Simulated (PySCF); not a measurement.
# C2H3F, SMILES `FC=C`: electronic structure

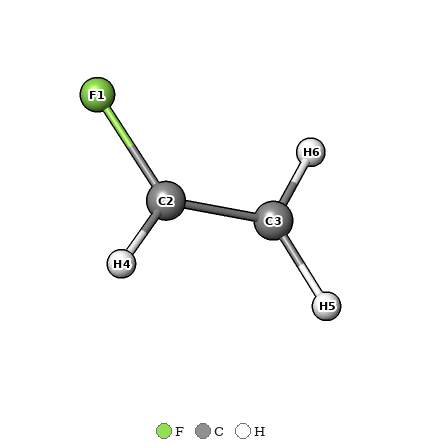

The molecule, with its atoms numbered as below. No frequency check shows the geometry to be a minimum.

Coordinates in Å:

```
F1       1.1495   -0.2251    0.0000
C2      -0.0191    0.4342    0.0000
C3      -1.1733   -0.1949    0.0000
H4       0.1292    1.5046    0.0000
H5      -2.0946    0.3549    0.0000
H6      -1.2257   -1.2691    0.0000
```

### 1. Bonding charge

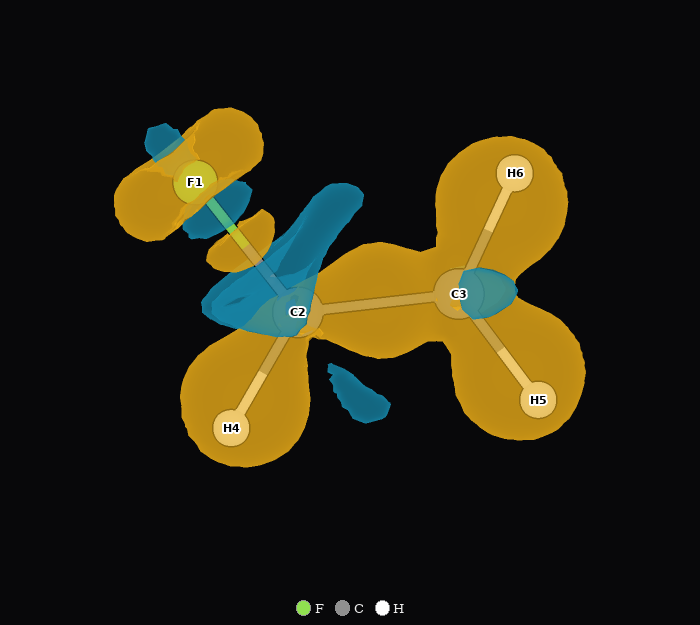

Deformation density (molecule less spherical, spin-averaged free atoms at the same positions), surfaces at ±0.1 e/Å³; yellow: gain, teal: loss.

Computed with PySCF, PBE0/def2-TZVP, geometry: GFN2-xTB.

Describe the bonding that the map shows.

Answer. C2–H4: +0.83 e/Å³ at the bond critical point (bond length 1.08 Å, Mayer order 1.0). C2–C3: +0.81 e/Å³ at the bond critical point (bond length 1.31 Å, Mayer order 1.9). C3–H5: +0.75 e/Å³ at the bond critical point (bond length 1.07 Å, Mayer order 0.9). C3–H6: +0.75 e/Å³ at the bond critical point (bond length 1.07 Å, Mayer order 0.9). F1–C2: −0.01 e/Å³ at the bond critical point (bond length 1.34 Å, Mayer order 1.0); up to 0.6 Å beside the axis the gain reaches +0.29 e/Å³. In all, 1.4 electrons gather in the regions of gain relative to the promolecule. A small or negative value marks a very polar bond, one between electron-rich atoms, whose free-atom densities already overlap strongly, a long bond to a heavier atom, or a closed-shell contact such as a hydrogen bond.

### 2. Local ionisation energy

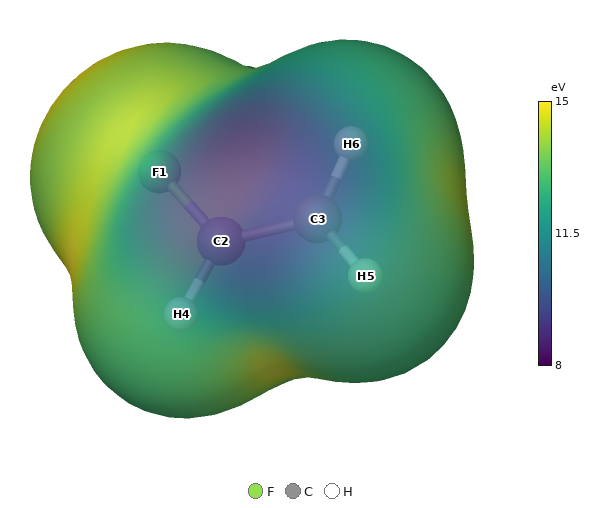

Average local ionisation energy on the surface of electron density 0.001 a.u.

Where are the most loosely bound electrons on this surface?

Answer. The lowest value is 8.7 eV, off the molecular plane, over C3 (2.1 Å), and at like points elsewhere. Further minima include 12.9 eV, 1.3 Å from H4; 13.6 eV, 1.7 Å from F1. For comparison, the highest occupied orbital lies at −7.8 eV.

What volume does the surface enclose, and what is the dipole moment?

Answer. About 62 Å³; the dipole moment is 1.4 D.

### 3. In an electric field

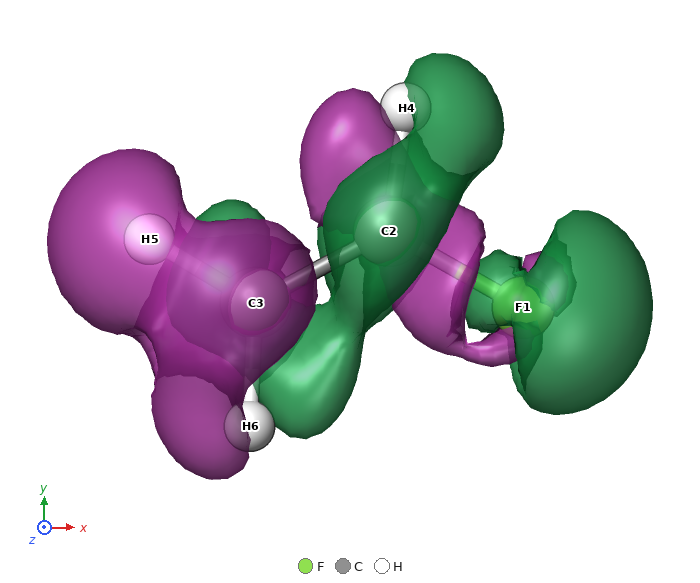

Change of the electron density in a uniform field of 0.21 V/Å, surfaces at ±0.0015 e/Å³ (green: gain, purple: loss).

Method: PBE0/def2-TZVP; geometry: GFN2-xTB; program: PySCF. A basis without diffuse functions makes polarisabilities too small.

The field was applied in both directions; the picture shows the one opposite to the script's first.

Along which Cartesian direction does the field point?

Answer. Along −x: electrons gather on the +x side, against the field.

How large is the response?

Answer. The induced dipole is 0.33 D (along the field); α along this axis, from the fields in both directions, is 32 bohr³ (4.8 Å³).

### 4. Removing or adding an electron

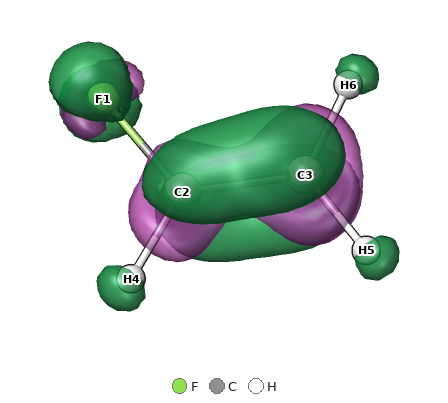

Fukui function f⁻ = ρ(N) − ρ(N−1) at fixed geometry, surfaces at ±0.06 e/Å³ (green positive, purple negative).

Which atoms respond most to the removal of an electron?

Answer. f⁻ (Hirshfeld-condensed) is largest on C3 (0.30), C2 (0.24) and F1 (0.17); the vertical ionisation energy is 10.41 eV. Condensed values hint at sites of electrophilic attack but needn't mark the atom that reacts. Orbital relaxation makes it negative in places (0.16 e in all).

The PySCF runs shown took 8.1 s, 18 s and 86 s on 1 thread of Intel(R) Xeon(R) Platinum 8175M CPU @ 2.50GHz (Skylake/Cascade Lake), with other jobs on the host.
